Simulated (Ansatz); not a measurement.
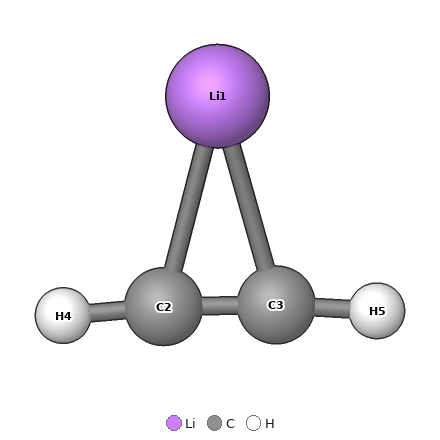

The system is C2H2Li, charge +1; the picture shows the reference structure. First axis: separation of C2 and Li1 along their line in the relaxed pair. Second axis: sideways slip of Li1. Nothing is relaxed (both partners rigid). The scan uses a 15 × 15 grid. Points are written as (first, second). Energies are in eV, from the ion and the molecule far apart, frozen as in the relaxed pair, each in its own basis (no counterpoise correction). The calculation used Ansatz 0.2.0, RHF/def2-TZVPD.

Its coordinates:

```yaml
atoms:
  - { symbol: Li, position_ang: [-0.5127, 1.7537, -0.1093] }
  - { symbol: C, position_ang: [0.1044, -0.3668, 0.6168] }
  - { symbol: C, position_ang: [0.1296, -0.4333, -0.5669] }
  - { symbol: H, position_ang: [0.1044, -0.3842, 1.6783] }
  - { symbol: H, position_ang: [0.1744, -0.5693, -1.6188] }
```

Range: separation of C2 and Li1 along their line in the relaxed pair from 1.953 to 3.353 Å; sideways slip of Li1 from −2.200 to 2.200 Å.

Q: Predict the map.

A: The lowest grid point is at (2.284 Å, 0.000 Å), −0.92 eV from the ion and the molecule far apart, frozen as in the relaxed pair, each in its own basis (no counterpoise correction). No other kind of well shows on this grid. The highest grid point, (1.953 Å, −1.886 Å), lies 1.22 eV above the lowest. Round the minimum the valley is somewhat tilted: raising the first coordinate shifts the best value of sideways slip of Li1 downwards (coupling k₁₂/√(k₁₁k₂₂) about 0.5).

| second ↓, first → | 1.953 | 1.988 | 2.045 | 2.115 | 2.195 | 2.284 | 2.380 | 2.483 | 2.592 | 2.707 | 2.827 | 2.952 | 3.081 | 3.215 | 3.353 |
| --- | --- | --- | --- | --- | --- | --- | --- | --- | --- | --- | --- | --- | --- | --- | --- |
| 2.200 | −0.26 | −0.26 | −0.26 | −0.26 | −0.26 | −0.25 | −0.25 | −0.24 | −0.23 | −0.23 | −0.22 | −0.21 | −0.20 | −0.19 | −0.17 |
| 1.886 | −0.38 | −0.38 | −0.37 | −0.37 | −0.36 | −0.35 | −0.34 | −0.33 | −0.32 | −0.30 | −0.29 | −0.27 | −0.25 | −0.24 | −0.22 |
| 1.571 | −0.51 | −0.51 | −0.50 | −0.50 | −0.49 | −0.47 | −0.46 | −0.44 | −0.41 | −0.39 | −0.37 | −0.34 | −0.32 | −0.29 | −0.27 |
| 1.257 | −0.63 | −0.64 | −0.63 | −0.63 | −0.62 | −0.60 | −0.58 | −0.55 | −0.52 | −0.49 | −0.46 | −0.42 | −0.39 | −0.35 | −0.32 |
| 0.943 | −0.73 | −0.74 | −0.75 | −0.75 | −0.74 | −0.72 | −0.70 | −0.67 | −0.63 | −0.59 | −0.55 | −0.50 | −0.46 | −0.42 | −0.38 |
| 0.629 | −0.78 | −0.80 | −0.82 | −0.84 | −0.84 | −0.83 | −0.81 | −0.77 | −0.73 | −0.68 | −0.63 | −0.58 | −0.53 | −0.48 | −0.43 |
| 0.314 | −0.74 | −0.78 | −0.83 | −0.87 | −0.90 | −0.90 | −0.88 | −0.85 | −0.81 | −0.76 | −0.70 | −0.64 | −0.58 | −0.52 | −0.47 |
| 0.000 | −0.63 | −0.69 | −0.78 | −0.85 | −0.90 | −0.92 | −0.92 | −0.90 | −0.86 | −0.80 | −0.74 | −0.68 | −0.62 | −0.55 | −0.49 |
| −0.314 | −0.42 | −0.52 | −0.64 | −0.75 | −0.83 | −0.88 | −0.90 | −0.89 | −0.86 | −0.81 | −0.75 | −0.69 | −0.63 | −0.56 | −0.50 |
| −0.629 | −0.16 | −0.28 | −0.45 | −0.60 | −0.72 | −0.79 | −0.83 | −0.84 | −0.82 | −0.78 | −0.73 | −0.67 | −0.61 | −0.55 | −0.49 |
| −0.943 | 0.09 | −0.06 | −0.25 | −0.43 | −0.57 | −0.68 | −0.73 | −0.75 | −0.75 | −0.72 | −0.67 | −0.62 | −0.57 | −0.51 | −0.45 |
| −1.257 | 0.24 | 0.09 | −0.11 | −0.29 | −0.44 | −0.55 | −0.62 | −0.65 | −0.65 | −0.62 | −0.59 | −0.55 | −0.50 | −0.45 | −0.40 |
| −1.571 | 0.30 | 0.16 | −0.02 | −0.19 | −0.33 | −0.43 | −0.49 | −0.52 | −0.53 | −0.51 | −0.49 | −0.45 | −0.42 | −0.38 | −0.34 |
| −1.886 | 0.30 | 0.19 | 0.03 | −0.11 | −0.23 | −0.31 | −0.36 | −0.39 | −0.40 | −0.39 | −0.38 | −0.35 | −0.33 | −0.30 | −0.27 |
| −2.200 | 0.29 | 0.20 | 0.08 | −0.03 | −0.12 | −0.19 | −0.24 | −0.27 | −0.28 | −0.28 | −0.27 | −0.25 | −0.24 | −0.22 | −0.20 |

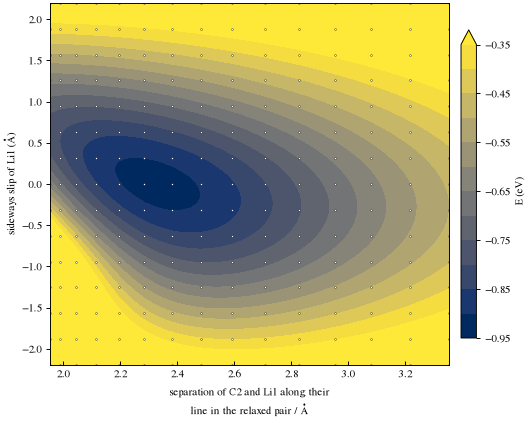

In the figure: filled contours, dots at the grid points, one colour for all values above the top of the scale. Between grid points the surface is interpolated.

Each point was launched as `ansatz run input.yaml --threads 1 --pin off --max-ram 2560MiB --backend cpu --events-out ev --progress --plain --runs-dir out`. Time for the 225 points that were run: 5.3 min on 1 thread of Arm Neoverse N1 (shared host).
